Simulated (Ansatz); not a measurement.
WH$_{2}$Cl$_{3}$OF$_{3}$: molecular dynamics (part 3 of 3)

WH$_{2}$Cl$_{3}$OF$_{3}$; RKS PBE/def2-SVP (Ansatz 0.2.0). It belongs to a series of runs on one base structure; here: dynamics from the highest image of the converged band.

Geometry of the input (Å):
```
W  0.1615  -0.1588  -0.0458
F  0.6125  0.5028  1.9067
Cl 2.4098  0.0972  -0.4146
O  -0.2384  1.6960  0.0437
H  -0.5701  2.0849  -0.7942
F  -1.4487  -0.6167  0.7909
Cl 0.0701  -2.2009  -1.1904
F  -0.3901  0.3056  -1.8109
Cl 1.0250  -2.0236  1.7732
H  0.9072  -0.6202  2.2690
```

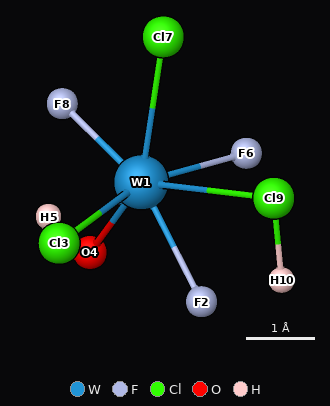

*The geometry at step 110 of the log (ball-and-stick view, seen at a tilt; atoms are numbered from 1 in the order of the input).*

## Trajectory as extended XYZ, continued
```
10
Properties=species:S:1:pos:R:3:forces:R:3 step=20 time_fs=10.0 energy=-49586.89933 temperature=187.8
W     0.1744   -0.1483   -0.0514   -1.1869  -0.7363   1.0479
F     0.6329    0.5037    1.8921   -0.4435  -0.1422  -0.2443
Cl    2.4188    0.0927   -0.3599    0.0907   0.0299  -0.2847
O    -0.2551    1.6849    0.0531   -0.2243   0.5415  -0.8026
H    -0.6184    2.0605   -0.7963    0.1873  -0.2027   0.5601
F    -1.4945   -0.6311    0.7791    1.1405   0.2951  -0.4112
Cl    0.0410   -2.2249   -1.1915    0.1713   0.1881   0.1402
F    -0.4531    0.2702   -1.7992    0.1346   0.2473  -0.0150
Cl    1.0387   -2.0140    1.7505   -0.1830  -0.3203   0.1979
H     0.7726   -0.7435    2.3466    0.3132   0.0996  -0.1884
10
Properties=species:S:1:pos:R:3:forces:R:3 step=30 time_fs=15.0 energy=-49586.86198 temperature=151.8
W     0.1788   -0.1444   -0.0525   -1.4766  -0.7824   1.0134
F     0.6359    0.5015    1.8816   -0.4889  -0.0252  -0.3969
Cl    2.4241    0.0908   -0.3349    0.1335   0.0396  -0.3946
O    -0.2642    1.6858    0.0508    0.3754  -0.0339   0.4201
H    -0.6419    2.0483   -0.7597   -0.3884   0.3694  -0.7225
F    -1.4989   -0.6335    0.7664    1.2343   0.3179  -0.3837
Cl    0.0280   -2.2352   -1.1908    0.2470   0.2717   0.1922
F    -0.4825    0.2565   -1.7936    0.2174   0.3075   0.0465
Cl    1.0440   -2.0116    1.7410   -0.0575  -0.9306  -0.0200
H     0.8009   -0.7781    2.3072    0.2038   0.4660   0.2456
10
Properties=species:S:1:pos:R:3:forces:R:3 step=40 time_fs=20.0 energy=-49586.87957 temperature=168.9
W     0.1813   -0.1414   -0.0523   -1.5083  -0.8951   0.5050
F     0.6330    0.4990    1.8667   -0.3433   0.0823   0.0045
Cl    2.4302    0.0891   -0.3127    0.1584   0.0576  -0.4688
O    -0.2709    1.6896    0.0476   -0.3579   0.6402  -1.0616
H    -0.7041    2.0691   -0.7786    0.4402  -0.4269   0.8403
F    -1.4880   -0.6319    0.7490    0.9822   0.2720  -0.1958
Cl    0.0166   -2.2438   -1.1889    0.3095   0.3469   0.2087
F    -0.5091    0.2466   -1.7874    0.2778   0.2971   0.0540
Cl    1.0486   -2.0146    1.7317   -0.0992  -0.3784   0.2017
H     0.8805   -0.7229    2.3075    0.1405   0.0043  -0.0881
10
Properties=species:S:1:pos:R:3:forces:R:3 step=50 time_fs=25.0 energy=-49586.86605 temperature=155.9
W     0.1819   -0.1397   -0.0514   -1.2000  -0.8160  -0.1689
F     0.6259    0.4975    1.8518   -0.1098   0.1687   0.3873
Cl    2.4374    0.0877   -0.2936    0.1367   0.0680  -0.5126
O    -0.2787    1.6989    0.0368    0.7500  -0.4107   0.8919
H    -0.7299    2.0519   -0.7296   -0.5773   0.4417  -1.0533
F    -1.4649   -0.6269    0.7292    0.4110   0.1383   0.1326
Cl    0.0073   -2.2499   -1.1855    0.3623   0.3975   0.2089
F    -0.5322    0.2405   -1.7805    0.3373   0.2667   0.0830
Cl    1.0528   -2.0203    1.7236   -0.0246   0.1182   0.3456
H     0.9892   -0.6622    2.2904   -0.0855  -0.3725  -0.3145
10
Properties=species:S:1:pos:R:3:forces:R:3 step=60 time_fs=30.0 energy=-49586.84002 temperature=130.7
W     0.1809   -0.1389   -0.0508   -0.5604  -0.2222  -0.6100
F     0.6171    0.4981    1.8412   -0.0388   0.2173   0.2158
Cl    2.4455    0.0869   -0.2780    0.1073   0.0470  -0.5400
O    -0.2815    1.7070    0.0288   -0.3959   0.3405  -0.9551
H    -0.7950    2.0604   -0.7649    0.6495  -0.4674   0.8364
F    -1.4369   -0.6203    0.7113   -0.4192  -0.1223   0.5641
Cl    0.0004   -2.2535   -1.1808    0.3916   0.3880   0.1605
F    -0.5511    0.2378   -1.7728    0.3369   0.2308  -0.0042
Cl    1.0567   -2.0257    1.7178    0.1077  -0.1380   0.2455
H     1.0805   -0.6820    2.2112   -0.1787  -0.2736   0.0870
10
Properties=species:S:1:pos:R:3:forces:R:3 step=70 time_fs=35.0 energy=-49586.78240 temperature=75.0
W     0.1793   -0.1384   -0.0509    0.1952   0.4804  -0.6817
F     0.6077    0.5013    1.8331   -0.1152   0.1504  -0.1807
Cl    2.4543    0.0863   -0.2661    0.0255   0.0125  -0.5544
O    -0.2846    1.7164    0.0150    0.7807  -0.5822   0.8025
H    -0.7948    2.0220   -0.7378   -0.5140   0.3665  -0.9645
F    -1.4141   -0.6153    0.7005   -1.1739  -0.3715   0.9341
Cl   -0.0037   -2.2543   -1.1749    0.4105   0.3496   0.1105
F    -0.5657    0.2380   -1.7650    0.3234   0.2076  -0.0853
Cl    1.0614   -2.0324    1.7136    0.1383  -0.9715   0.0262
H     1.1338   -0.7532    2.1559   -0.0704   0.3583   0.5934
10
Properties=species:S:1:pos:R:3:forces:R:3 step=80 time_fs=40.0 energy=-49586.79905 temperature=90.9
W     0.1778   -0.1373   -0.0518    0.6160   0.6579  -0.5117
F     0.5970    0.5064    1.8233   -0.0599   0.0227  -0.1270
Cl    2.4633    0.0859   -0.2579   -0.0903  -0.0077  -0.5554
O    -0.2822    1.7209    0.0041   -0.3087   0.0299  -0.7867
H    -0.8179    2.0100   -0.7939    0.5870  -0.2353   0.6623
F    -1.4057   -0.6148    0.7012   -1.4193  -0.4470   1.0379
Cl   -0.0052   -2.2529   -1.1684    0.4109   0.3086   0.0510
F    -0.5762    0.2407   -1.7585    0.2694   0.1489  -0.2520
Cl    1.0670   -2.0447    1.7099    0.1823  -0.2971   0.3145
H     1.1645   -0.7691    2.2210   -0.1873  -0.1810   0.1671
10
Properties=species:S:1:pos:R:3:forces:R:3 step=90 time_fs=45.0 energy=-49586.85260 temperature=142.6
W     0.1771   -0.1354   -0.0534    0.4303   0.6240   0.0899
F     0.5854    0.5118    1.8117   -0.1002  -0.1051  -0.1952
Cl    2.4716    0.0854   -0.2535   -0.2345  -0.0294  -0.5578
O    -0.2798    1.7233   -0.0116    0.4575  -0.3597   0.3704
H    -0.7760    1.9836   -0.8041   -0.2156   0.2508  -0.5061
F    -1.4146   -0.6197    0.7147   -0.9688  -0.3142   0.7709
Cl   -0.0038   -2.2493   -1.1614    0.4067   0.2678   0.0188
F    -0.5833    0.2454   -1.7550    0.2432   0.0866  -0.3442
Cl    1.0738   -2.0591    1.7083    0.1721   0.1429   0.6051
H     1.1530   -0.8223    2.3265   -0.1906  -0.5638  -0.2518
10
Properties=species:S:1:pos:R:3:forces:R:3 step=100 time_fs=50.0 energy=-49586.92085 temperature=208.6
W     0.1769   -0.1327   -0.0549   -0.1667   0.6901   0.8997
F     0.5724    0.5158    1.7972   -0.2420  -0.2340  -0.5610
Cl    2.4784    0.0846   -0.2529   -0.3458  -0.0603  -0.5615
O    -0.2733    1.7221   -0.0265   -0.0365   0.0887  -0.4633
H    -0.7409    1.9900   -0.8598    0.2423  -0.0432   0.3281
F    -1.4354   -0.6286    0.7378   -0.1686  -0.0997   0.2956
Cl    0.0004   -2.2439   -1.1543    0.3927   0.2138  -0.0029
F    -0.5873    0.2512   -1.7559    0.2262   0.0046  -0.4070
Cl    1.0817   -2.0739    1.7102    0.0732  -1.1351  -0.0405
H     1.1016   -0.9728    2.4007    0.0253   0.5750   0.5128
10
Properties=species:S:1:pos:R:3:forces:R:3 step=110 time_fs=55.0 energy=-49586.97107 temperature=256.9
W     0.1765   -0.1291   -0.0552   -0.8005   0.4461   1.2866
F     0.5565    0.5170    1.7762   -0.2201  -0.2768  -0.4716
Cl    2.4828    0.0835   -0.2561   -0.4392  -0.0712  -0.5538
O    -0.2656    1.7211   -0.0447    0.1367   0.2217  -0.1853
H    -0.6765    2.0048   -0.8940    0.0366  -0.0063   0.0845
F    -1.4584   -0.6387    0.7647    0.5717   0.1315  -0.1739
Cl    0.0072   -2.2370   -1.1473    0.3795   0.1699  -0.0016
F    -0.5884    0.2570   -1.7618    0.2570  -0.0940  -0.3524
Cl    1.0902   -2.0943    1.7130    0.0228  -0.0747   0.6997
H     1.0506   -1.0508    2.5517    0.0554  -0.4464  -0.3322
10
Properties=species:S:1:pos:R:3:forces:R:3 step=120 time_fs=60.0 energy=-49587.00848 temperature=293.0
W     0.1750   -0.1249   -0.0539   -1.2733   0.3533   1.2597
F     0.5379    0.5147    1.7492   -0.1445  -0.2776  -0.3103
Cl    2.4842    0.0819   -0.2631   -0.4863  -0.0884  -0.5285
O    -0.2551    1.7231   -0.0648    0.2805   0.3023   0.1415
H    -0.6145    2.0221   -0.9232   -0.1449   0.0444  -0.2260
F    -1.4745   -0.6472    0.7895    1.0095   0.2677  -0.5106
Cl    0.0166   -2.2290   -1.1402    0.3642   0.1125   0.0115
F    -0.5862    0.2616   -1.7721    0.2997  -0.1764  -0.2166
Cl    1.0988   -2.1165    1.7198    0.0169  -0.4082   0.4488
H     1.0138   -1.1957    2.6536    0.0781  -0.1295  -0.0696
10
Properties=species:S:1:pos:R:3:forces:R:3 step=130 time_fs=65.0 energy=-49587.03799 temperature=321.8
W     0.1719   -0.1202   -0.0509   -1.5055   0.3100   0.7628
F     0.5176    0.5090    1.7186    0.0196  -0.1674   0.1593
Cl    2.4824    0.0797   -0.2737   -0.4937  -0.1062  -0.4829
O    -0.2414    1.7302   -0.0847   -0.0384   0.6691  -0.6578
H    -0.5702    2.0391   -0.9755    0.1459  -0.2935   0.5928
F    -1.4781   -0.6525    0.8079    1.1031   0.3030  -0.6836
Cl    0.0285   -2.2202   -1.1331    0.3494   0.0402   0.0304
F    -0.5802    0.2640   -1.7852    0.3192  -0.2251  -0.0676
Cl    1.1076   -2.1417    1.7291    0.0708  -0.7549   0.0505
H     0.9917   -1.3628    2.7549    0.0295   0.2248   0.2961
10
Properties=species:S:1:pos:R:3:forces:R:3 step=140 time_fs=70.0 energy=-49587.05937 temperature=342.6
W     0.1669   -0.1152   -0.0471   -1.4462   0.2974  -0.0787
F     0.4976    0.5013    1.6903    0.2348   0.0728   0.8269
Cl    2.4772    0.0768   -0.2875   -0.4844  -0.1212  -0.4164
O    -0.2260    1.7450   -0.1086    0.4275   0.0655   0.7343
H    -0.5282    2.0226   -0.9816   -0.3592   0.2173  -0.8154
F    -1.4681   -0.6539    0.8179    0.8764   0.2484  -0.7001
Cl    0.0428   -2.2112   -1.1257    0.3388  -0.0484   0.0629
F    -0.5702    0.2636   -1.7990    0.3123  -0.2221   0.1112
Cl    1.1168   -2.1714    1.7398   -0.0327  -0.1261   1.0482
H     0.9816   -1.4977    2.8873    0.1327  -0.3836  -0.7730
10
Properties=species:S:1:pos:R:3:forces:R:3 step=150 time_fs=75.0 energy=-49587.08241 temperature=365.2
W     0.1600   -0.1097   -0.0433   -1.0728   0.4968  -0.9757
F     0.4805    0.4945    1.6724    0.4475   0.3017   1.3940
Cl    2.4687    0.0730   -0.3042   -0.4417  -0.1389  -0.3273
O    -0.2070    1.7633   -0.1294   -0.2451   0.3440  -1.0071
H    -0.5255    2.0136   -1.0534    0.2925  -0.2807   0.9604
F    -1.4472   -0.6524    0.8191    0.3511   0.0861  -0.5467
Cl    0.0593   -2.2025   -1.1179    0.3115  -0.1300   0.0693
F    -0.5563    0.2605   -1.8117    0.2319  -0.1785   0.1650
Cl    1.1261   -2.2030    1.7556    0.2024  -1.0156  -0.5890
H     0.9942   -1.6841    2.9105   -0.0774   0.5151   0.8571
10
Properties=species:S:1:pos:R:3:forces:R:3 step=160 time_fs=80.0 energy=-49587.10622 temperature=388.2
W     0.1517   -0.1035   -0.0407   -0.3434   0.8088  -1.4823
F     0.4690    0.4914    1.6716    0.5512   0.4073   1.4594
Cl    2.4573    0.0683   -0.3231   -0.3977  -0.1445  -0.2281
O    -0.1886    1.7841   -0.1564    0.4031  -0.5122   1.1040
H    -0.5031    1.9822   -1.0406   -0.4014   0.3614  -1.1258
F    -1.4221   -0.6498    0.8136   -0.3662  -0.1308  -0.2698
Cl    0.0780   -2.1946   -1.1096    0.2937  -0.2218   0.0987
F    -0.5395    0.2551   -1.8221    0.1415  -0.1160   0.2311
Cl    1.1363   -2.2402    1.7706    0.0105  -0.2881   1.0987
H     1.0015   -1.7983    3.0263    0.1089  -0.1641  -0.8860
10
Properties=species:S:1:pos:R:3:forces:R:3 step=170 time_fs=85.0 energy=-49587.14559 temperature=426.1
W     0.1430   -0.0963   -0.0401    0.5011   1.2920  -1.4498
F     0.4644    0.4932    1.6887    0.5178   0.2838   0.9704
Cl    2.4431    0.0627   -0.3435   -0.3169  -0.1422  -0.1247
O    -0.1683    1.8001   -0.1782   -0.4535  -0.2321  -0.9410
H    -0.5104    1.9893   -1.1116    0.4337  -0.1316   1.0467
F    -1.4016   -0.6489    0.8047   -1.0532  -0.3470   0.0587
Cl    0.0987   -2.1883   -1.1007    0.2485  -0.2743   0.0939
F    -0.5209    0.2482   -1.8299   -0.0010  -0.0565   0.1272
Cl    1.1468   -2.2802    1.7906    0.1717  -0.7241  -0.3551
H     1.0255   -1.9201    3.0158   -0.0483   0.3320   0.5736
10
Properties=species:S:1:pos:R:3:forces:R:3 step=180 time_fs=90.0 energy=-49587.18757 temperature=466.6
W     0.1349   -0.0874   -0.0413    1.0871   1.5116  -0.9530
F     0.4661    0.4985    1.7178    0.3533   0.0364   0.1299
Cl    2.4268    0.0560   -0.3648   -0.2280  -0.1188  -0.0327
O    -0.1512    1.8107   -0.2044    0.2637  -0.7460   1.3072
H    -0.4721    2.0005   -1.0888   -0.3305   0.3437  -1.0930
F    -1.3941   -0.6522    0.7963   -1.3535  -0.4145   0.2373
Cl    0.1211   -2.1838   -1.0912    0.2080  -0.3032   0.1273
F    -0.5023    0.2406   -1.8359   -0.1007  -0.0062   0.0880
Cl    1.1583   -2.3244    1.8101    0.0572  -0.3625   0.5279
H     1.0453   -1.9850    3.0748    0.0434   0.0594  -0.3390
10
Properties=species:S:1:pos:R:3:forces:R:3 step=190 time_fs=95.0 energy=-49587.22544 temperature=503.2
W     0.1282   -0.0765   -0.0437    1.1325   1.3913  -0.1975
F     0.4724    0.5043    1.7487    0.1574  -0.2218  -0.6359
Cl    2.4090    0.0486   -0.3863   -0.0918  -0.0797   0.0377
O    -0.1341    1.8129   -0.2220   -0.4660  -0.0835  -0.5421
H    -0.4488    2.0494   -1.1487    0.3679  -0.2462   0.9064
F    -1.4032   -0.6606    0.7907   -1.1138  -0.2842   0.1669
Cl    0.1448   -2.1814   -1.0807    0.1455  -0.2886   0.1481
F    -0.4850    0.2329   -1.8410   -0.2124   0.0281  -0.0674
Cl    1.1704   -2.3714    1.8321    0.0413  -0.2721   0.4460
H     1.0713   -2.0246    3.0925    0.0393   0.0565  -0.2621
10
Properties=species:S:1:pos:R:3:forces:R:3 step=200 time_fs=100.0 energy=-49587.24749 temperature=524.3
W     0.1229   -0.0639   -0.0464    0.7190   0.8055   0.4906
F     0.4807    0.5073    1.7717   -0.0125  -0.4154  -1.1560
Cl    2.3905    0.0407   -0.4076    0.0595  -0.0207   0.0893
O    -0.1212    1.8116   -0.2393    0.0266  -0.2424   1.0936
H    -0.3840    2.0800   -1.1307   -0.1830   0.1644  -0.6876
F    -1.4259   -0.6724    0.7870   -0.4790   0.0036  -0.1029
Cl    0.1696   -2.1809   -1.0693    0.0732  -0.2289   0.1901
F    -0.4704    0.2255   -1.8468   -0.2699   0.0713  -0.1144
Cl    1.1827   -2.4206    1.8562    0.0748  -0.3940  -0.3133
H     1.1050   -2.0406    3.0801   -0.0087   0.2566   0.5106
```

## Results in brief

| quantity | value |
| --- | --- |
| outcome | finished |
| mean temperature over the second half | 373 K |
| trajectory | 200 steps, 100 fs |
| ensemble | nve |
| temperature in the input | 300.0 K |
| time step | 0.5 fs |
| potential energy (last step) | −49587.2476 eV |
| mean-field energy (last step) | −49587.2476 eV |
| largest force (length of the vector) (last step) | 1.228 eV/Å |
| wall time | 9.9 min (CPU time 38 min) |
| peak memory | 0.25 GiB |

## Remarks

So short a trajectory is not equilibrated.
